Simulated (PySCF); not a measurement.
## C$_{4}$H$_{12}$PSi$_{2}$: EPR calculation

System: C$_{4}$H$_{12}$PSi$_{2}$, multiplicity 2.
Method: UKS B3LYP, pcH-1 on C H P Si, non-relativistic, mean-field spin-orbit, GIAO (PySCF 2.14.0).

It belongs to a series of runs on one base structure; here: H removed from Si.

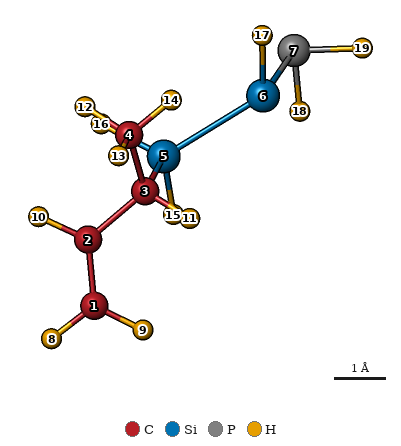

*The input geometry (ball-and-stick view, seen at a tilt; atoms are numbered from 1 in the order of the input).*

Results in brief:

- outcome: converged
- total energy: −1079.976100 hartree
- ⟨S²⟩: 0.753
- isotropic g: 2.0051
- hardware: 1 CPU thread, shared host
- wall time: 4.6 min
- peak memory: 1.1 GiB

Input file:
```
{"job": {"kind": "epr", "basis": "pcH-1"}, "charge": 0, "multiplicity": 2}
C     -2.705574    -1.658865    -0.358989
C     -2.131037    -0.516141    -0.692886
C     -1.015849     0.125489     0.051489
C     -1.222407     1.632858     0.160539
Si     0.625311    -0.302260    -0.853699
Si     2.353434     0.411044     0.513174
P      4.370134    -0.000932    -0.362890
H     -3.494470    -2.098014    -0.945339
H     -2.405849    -2.204273     0.521320
H     -2.453411     0.010170    -1.582370
H     -0.975426    -0.298372     1.059115
H     -1.264149     2.087197    -0.827655
H     -2.158360     1.854434     0.672345
H     -0.411187     2.097043     0.718383
H      0.680599    -1.766397    -0.996794
H      0.498840     0.211529    -2.230825
H      2.435786     1.867881     0.775515
H      4.213285    -1.373302    -0.420323
H      5.050528    -0.069838     0.837923
```

The first line tells a small driver script what to run in PySCF; the rest is the geometry in Å.

Command:
```bash
OMP_NUM_THREADS=1 python <driver script> task.json out
```

Output:
```
UKS, coarse grid
  cycle   1  E = -1079.91520953  |g| = 3.56e-01
  cycle   2  E = -1079.88941498  |g| = 3.99e-01
  cycle   3  E = -1079.97467858  |g| = 5.13e-02
  cycle   4  E = -1079.97562365  |g| = 2.97e-02
  cycle   5  E = -1079.97604307  |g| = 9.31e-03
  cycle   6  E = -1079.97608608  |g| = 3.14e-03
  cycle   7  E = -1079.97609124  |g| = 5.45e-04
UKS, final grid
  cycle   1  E = -1079.97610006  |g| = 5.72e-04
  cycle   2  E = -1079.97609992  |g| = 8.06e-04
  cycle   3  E = -1079.97610024  |g| = 1.38e-04
  cycle   4  E = -1079.97610025  |g| = 3.55e-05
  cycle   5  E = -1079.97610025  |g| = 1.39e-05
E = -1079.97610025 Eh   <S^2> = 0.7526 (exact 0.7500)
g shifts (ppm)      1          2          3
  rmc          -133       -133       -133
  gc             17         46         60
  oz_so        -469       2580       6478
  total        -584       2493       6405
hyperfine (MHz)  atom isotope    a_iso     a_fc   dipolar eigenvalues
    0   13C      -0.00      -0.00     -0.24     -0.02      0.26
    1   13C      -0.52      -0.51     -0.21     -0.02      0.23
    2   13C       0.32       0.32     -0.55     -0.15      0.71
    3   13C       0.35       0.35     -0.31     -0.26      0.57
    4  29Si     -36.92     -36.96    -10.13      3.46      6.67
    5  29Si    -384.92    -385.56   -155.86     77.86     78.01
    6   31P      70.41      70.60    -50.39    -41.86     92.25
    7    1H       0.00       0.00     -0.28     -0.22      0.50
    8    1H       0.11       0.11     -0.51     -0.44      0.94
    9    1H       0.98       0.98     -0.58     -0.40      0.97
   10    1H       0.30       0.30     -2.01     -1.30      3.31
   11    1H       0.01       0.01     -0.93     -0.69      1.61
   12    1H       0.48       0.48     -0.68     -0.56      1.24
   13    1H       0.31       0.31     -1.74     -1.34      3.08
   14    1H      -4.35      -4.35     -2.30     -1.13      3.43
   15    1H      64.13      64.13     -2.18     -0.21      2.39
   16    1H      30.86      30.82     -8.59      1.54      7.05
   17    1H      11.31      11.29     -3.06     -0.30      3.36
   18    1H      44.83      44.82     -3.31     -0.66      3.97
```

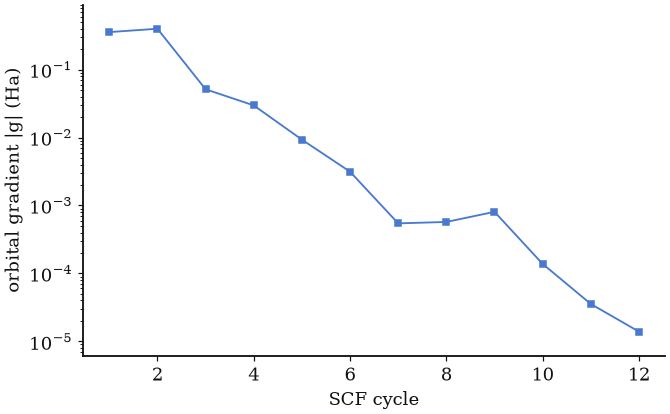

*Convergence of the self-consistent field: orbital gradient |g| against the SCF cycle.*

All cycles printed in the log are drawn one after another.

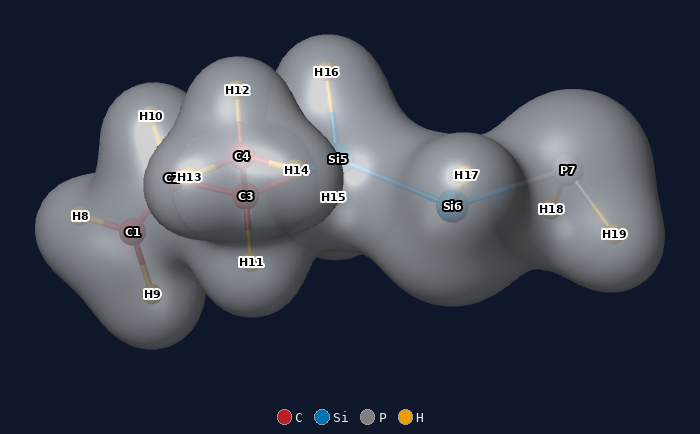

*Isosurface of the total electron density at 0.1 e/Å³ (grey), seen from the side.*

At this value the surface is in one piece. On the grid the lowest density along these lines, outside the cores, is 2 e/Å³ (C–C, 1.32 Å), 0.7 e/Å³ (C–Si, 1.92 Å), 0.61 e/Å³ (Si–P, 2.24 Å) and 0.62 e/Å³ (Si–Si, 2.32 Å).

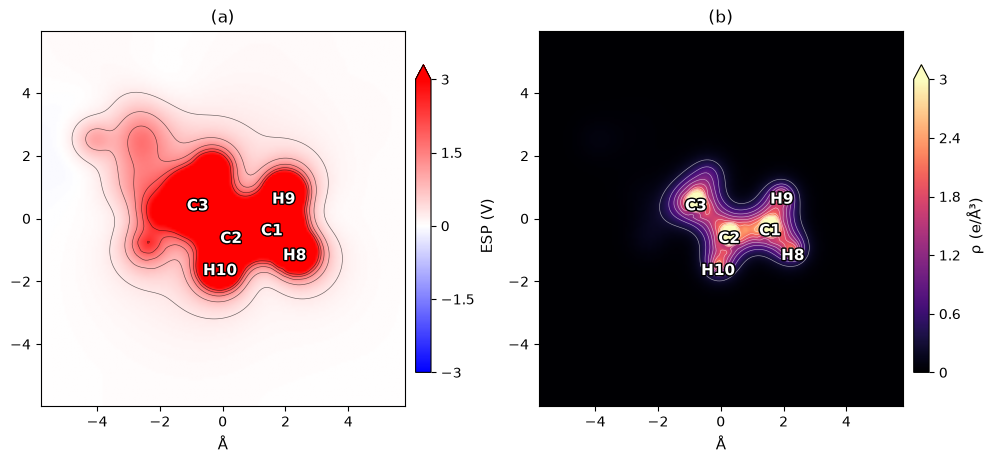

*(a) molecular electrostatic potential; (b) total electron density on the plane of atoms C1, C2 and C3.*

The section cuts through C and H sites. C–H (1.08 Å): ρ is about 1.7 e/Å³ halfway. C–C (1.49 Å): ρ is about 1.6 e/Å³ halfway. The potential has no marked negative region in this plane.

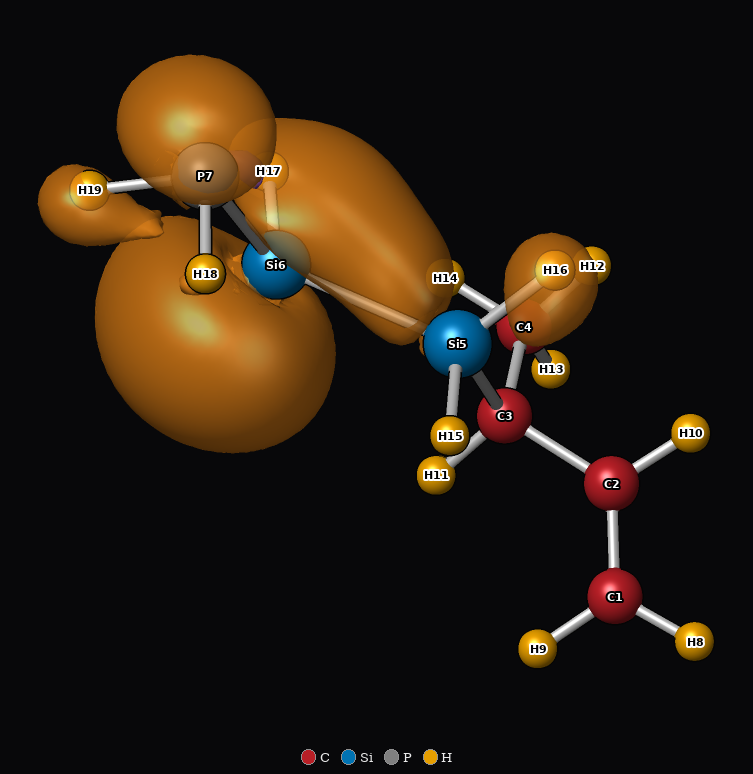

*Isosurfaces of the spin density at +0.01 (orange) and −0.01 e/Å³ (purple), seen at an oblique angle.*

The unpaired spin (1 electron) lies mostly on Si6 (about 0.7), P7 (about 0.1) and Si5 (about 0.1), in electrons by Hirshfeld's partition.
